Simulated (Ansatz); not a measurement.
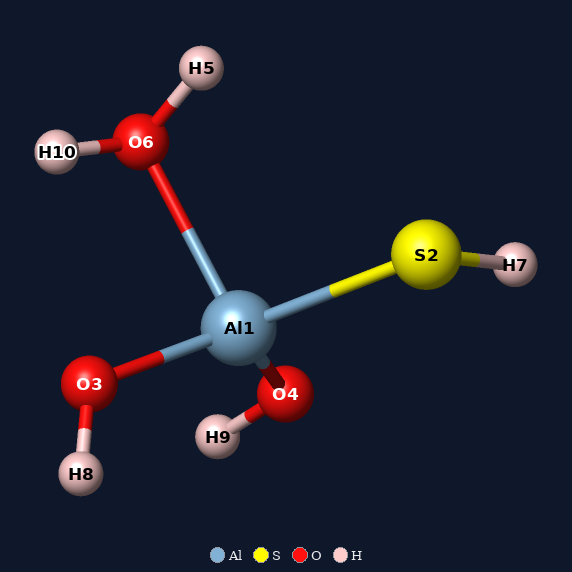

Harmonic vibrations computed with RKS PBE0-D4/def2-TZVP (Ansatz 0.2.0) at a stationary point of the same level.

### How many imaginary frequencies does it have?

A minimum: no imaginary frequency, and the lowest mode lies at 109 cm⁻¹.

### List the wavenumbers.

24 modes: 109, 141, 166, 187, 209, 244, 257, 276, 312, 419, 442, 584, 613, 632, 667, 696, 789, 894, 1611, 2714, 3743, 3837, 3969, 3986 cm⁻¹.
